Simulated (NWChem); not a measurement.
# SiH4 (silane): levels of theory compared

Wanted: a comparison of 6 runs (BLYP/pcseg-2, SVWN5/cc-pVTZ, B3LYP/6-31G*, PBE0/def2-SVP, MP2/6-31+G*, MP2/def2-SVP) of SiH4 (silane). 

The calculation is run with NWChem 7.3.0.

## (1) Starting point

SiH4: 5 atoms, total charge 0, spin state singlet. SMILES: `[SiH4]`. The coordinates come from a PBE0-D4/def2-TZVP relaxation.

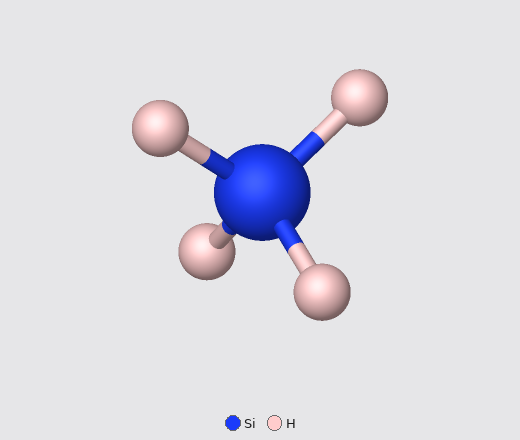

The structure, seen from a chosen angle (silicon blue, hydrogen pink).

## (2) Energy and forces at BLYP/pcseg-2 (run 1)

File h4si.xyz:

```xyz
5
H4Si gradient
Si     0.000000     0.000000    -0.000100
H      0.967600    -0.688400     0.890900
H     -1.331000     0.044900     0.656000
H     -0.105100    -0.740300    -1.282600
H      0.468500     1.383800    -0.264200
```

File run.py:

```python
from ase.io import read
from ase.calculators.nwchem import NWChem

atoms = read('h4si.xyz')

calc = NWChem(
    label='h4si',
    theory='dft',
    memory='2200 mb',
    basis='pcseg-2',
    basispar='spherical bse',
    dft={'xc': 'becke88 lyp', 'mult': '1', 'grid': 'fine', 'convergence': 'energy 1e-08', 'iterations': '100', 'mulliken': None, 'print': 'low'},
)
atoms.calc = calc

forces = atoms.get_forces()
print(f"energy = {atoms.get_potential_energy():.6f} eV")
print("forces (eV/A):")
for s, f in zip(atoms.symbols, forces):
    print(f"{s:2s} {f[0]:10.5f} {f[1]:10.5f} {f[2]:10.5f}")
```

Started as:

```console
export ASE_NWCHEM_COMMAND="nwchem PREFIX.nwi > PREFIX.nwo"
python run.py
```

Output:

```text
energy = -7942.568080 eV
forces (eV/A):
Si    0.00015    0.00087    0.00165
H     0.03245   -0.02299    0.02926
H    -0.04438    0.00165    0.02129
H    -0.00350   -0.02473   -0.04325
H     0.01527    0.04520   -0.00895
```

The calculator wrote h4si.nwi:

```
title "h4si"

permanent_dir h4si

scratch_dir h4si

start h4si

geometry units angstrom nocenter noautosym noautoz
  Si 0.0000000000000000e+00 0.0000000000000000e+00 -1.0000000000000000e-04
  H  9.6760000000000002e-01 -6.8840000000000001e-01 8.9090000000000003e-01
  H  -1.3310000000000000e+00 4.4900000000000002e-02 6.5600000000000003e-01
  H  -1.0510000000000000e-01 -7.4029999999999996e-01 -1.2826000000000000e+00
  H  4.6850000000000003e-01 1.3837999999999999e+00 -2.6419999999999999e-01
end

memory 2200 mb

basis spherical bse noprint
   * library pcseg-2
end

dft
  xc becke88 lyp
  mult 1
  grid fine
  convergence energy 1e-08
  iterations 100
  mulliken
  print low
end

task dft gradient
```

h4si.nwo (excerpt; [...] marks lines left out):

```text
[...]
         Total DFT energy =     -291.883995635446
      One electron energy =     -445.738804310164
           Coulomb energy =      154.944994340166
    Exchange-Corr. energy =      -22.360775475906
 Nuclear repulsion energy =       21.270589810457
[... 17 lines left out ...]
     -------------------------------------------
      Total Density - Lowdin Population Analysis
[...]
                         DFT ENERGY GRADIENTS
    atom               coordinates                        gradient
                 x          y          z           x          y          z
   1 Si      0.000000   0.000000  -0.000189   -0.000003  -0.000017  -0.000032
   2 H       1.828499  -1.300887   1.683557   -0.000631   0.000447  -0.000569
   3 H      -2.515225   0.084849   1.239660    0.000863  -0.000032  -0.000414
   4 H      -0.198610  -1.398964  -2.423763    0.000068   0.000481   0.000841
   5 H       0.885337   2.615003  -0.499266   -0.000297  -0.000879   0.000174
 Task  times  cpu:        8.8s     wall:        8.8s
 Total times  cpu:        8.8s     wall:        8.8s
```

Wall time 9.9 s (1 thread of Intel Xeon Platinum 8488C (Sapphire Rapids), shared host); peak memory 0.13 GiB.

## (3) Energy and forces at SVWN5/cc-pVTZ (run 2)

File run.py:

```python
from ase import Atoms
from ase.calculators.nwchem import NWChem

system = Atoms(['Si', 'H', 'H', 'H', 'H'], positions=[
    [-0.000000, 0.000000, -0.000100],
    [0.967600, -0.688400, 0.890900],
    [-1.331000, 0.044900, 0.656000],
    [-0.105100, -0.740300, -1.282600],
    [0.468500, 1.383800, -0.264200],
])

calc = NWChem(
    label='h4si',
    theory='dft',
    memory='2200 mb',
    basis='cc-pVTZ',
    basispar='spherical bse',
    dft={'xc': 'slater vwn_5', 'mult': '1', 'grid': 'fine', 'convergence': 'energy 1e-08', 'iterations': '100', 'mulliken': None, 'print': 'low'},
)
system.calc = calc

forces = system.get_forces()
print(f"energy = {system.get_potential_energy():.6f} eV")
print("forces (eV/A):")
for s, f in zip(system.symbols, forces):
    print(f"{s:2s} {f[0]:10.5f} {f[1]:10.5f} {f[2]:10.5f}")
```

Started as:

```console
export ASE_NWCHEM_COMMAND="nwchem PREFIX.nwi > PREFIX.nwo"
python run.py
```

Output:

```text
energy = -7909.692144 eV
forces (eV/A):
Si    0.00015    0.00087    0.00149
H     0.11997   -0.08526    0.10989
H    -0.16476    0.00571    0.08073
H    -0.01301   -0.09174   -0.15925
H     0.05764    0.17041   -0.03281
```

The calculator wrote h4si.nwi:

```
title "h4si"

permanent_dir h4si

scratch_dir h4si

start h4si

geometry units angstrom nocenter noautosym noautoz
  Si -0.0000000000000000e+00 0.0000000000000000e+00 -1.0000000000000000e-04
  H  9.6760000000000002e-01 -6.8840000000000001e-01 8.9090000000000003e-01
  H  -1.3310000000000000e+00 4.4900000000000002e-02 6.5600000000000003e-01
  H  -1.0510000000000000e-01 -7.4029999999999996e-01 -1.2826000000000000e+00
  H  4.6850000000000003e-01 1.3837999999999999e+00 -2.6419999999999999e-01
end

memory 2200 mb

basis spherical bse noprint
   * library cc-pVTZ
end

dft
  xc slater vwn_5
  mult 1
  grid fine
  convergence energy 1e-08
  iterations 100
  mulliken
  print low
end

task dft gradient
```

h4si.nwo (excerpt; [...] marks lines left out):

```text
[...]
         Total DFT energy =     -290.675827293763
      One electron energy =     -445.613423314224
           Coulomb energy =      154.760608595791
    Exchange-Corr. energy =      -21.093602385787
 Nuclear repulsion energy =       21.270589810457
[... 17 lines left out ...]
     -------------------------------------------
      Total Density - Lowdin Population Analysis
[...]
                         DFT ENERGY GRADIENTS
    atom               coordinates                        gradient
                 x          y          z           x          y          z
   1 Si      0.000000   0.000000  -0.000189   -0.000003  -0.000017  -0.000029
   2 H       1.828499  -1.300887   1.683557   -0.002333   0.001658  -0.002137
   3 H      -2.515225   0.084849   1.239660    0.003204  -0.000111  -0.001570
   4 H      -0.198610  -1.398964  -2.423763    0.000253   0.001784   0.003097
   5 H       0.885337   2.615003  -0.499266   -0.001121  -0.003314   0.000638
 Task  times  cpu:       10.8s     wall:       10.8s
 Total times  cpu:       10.8s     wall:       10.8s
```

Wall time 12 s (1 thread of Intel Xeon Platinum 8488C (Sapphire Rapids), shared host); peak memory 0.12 GiB.

Runs 3 to 5 aren't shown in full; the table further down has their settings and results.

## (4) Energy and gradient at MP2/def2-SVP (run 6)

File h4si.nw:

```
echo
start h4si
memory total 2200 mb
geometry units angstrom noautosym nocenter noautoz
 Si     0.000000     0.000000    -0.000100
 H      0.967600    -0.688400     0.890900
 H     -1.331000     0.044900     0.656000
 H     -0.105100    -0.740300    -1.282600
 H      0.468500     1.383800    -0.264200
end
basis spherical bse
 * library def2-SVP
end
scf
 singlet
 rhf
 thresh 1e-08
 maxiter 80
end
mp2
 freeze core 5
 tight
end
task mp2 gradient
```

Started as:

```console
nwchem h4si.nw > h4si.out
```

Output:

```text
[...]
  functions       =    38
[...]
  wavefunction    = RHF
[...]
         Total SCF energy =   -291.153911344712
      One-electron energy =   -445.264715674716
      Two-electron energy =    132.840214519546
 Nuclear repulsion energy =     21.270589810457
        Time for solution =      0.6s
[...]
          Total MP2 energy          -291.269471157508
[...]
                         mp2 ENERGY GRADIENTS
    atom               coordinates                        gradient
                 x          y          z           x          y          z
   1 Si      0.000000   0.000000  -0.000189   -0.000003  -0.000018  -0.000036
   2 H       1.828499  -1.300887   1.683557    0.000957  -0.000683   0.000895
   3 H      -2.515225   0.084849   1.239660   -0.001323   0.000041   0.000664
   4 H      -0.198610  -1.398964  -2.423763   -0.000105  -0.000735  -0.001264
   5 H       0.885337   2.615003  -0.499266    0.000473   0.001394  -0.000259
[...]
```

Run time: 2.1 s. Hardware: 1 thread of Intel Xeon Platinum 8488C (Sapphire Rapids), shared host; peak memory 0.1 GiB.

## (5) All runs side by side

| run | level | integration grid | iteration cap | energy (Eh) | largest force (eV/Å) | wall time |
| --- | --- | --- | --- | --- | --- | --- |
| 1 | BLYP/pcseg-2 | fine | 100 | -291.883996 | 0.050 | 9.9 s |
| 2 | SVWN5/cc-pVTZ | fine | 100 | -290.675827 | 0.184 | 12 s |
| 3 | B3LYP/6-31G* (spherical functions) | xfine | 100 | -291.881964 | 0.028 | 5.1 s |
| 4 | PBE0/def2-SVP | xfine | 100 | -291.652663 | 0.156 | 5.7 s |
| 5 | MP2/6-31+G* (spherical functions) | – | 80 | -291.307470 | 0.048 | 3.3 s |
| 6 | MP2/def2-SVP | – | 80 | -291.269471 | 0.077 | 2.1 s |

## (6) What came out

| quantity | value |
| --- | --- |
| run 6: total energy | -291.26947 Eh |
| run 6: dipole moment (of the density that the program reports) | 0.00 D |
| run 6: HOMO energy (Hartree–Fock orbitals) | -13.24 eV |
| run 6: LUMO energy (Hartree–Fock orbitals) | 4.82 eV |
| run 6: HOMO–LUMO gap (Hartree–Fock orbitals) | 18.06 eV |
| run 6: correlation energy (5 core orbitals frozen) | -115.6 mEh |
| run 6: largest force on an atom | 0.077 eV/Å |

**Reading.** Totals of different functionals can't be ranked against each other. All runs together took 38 s, the longest 12 s.
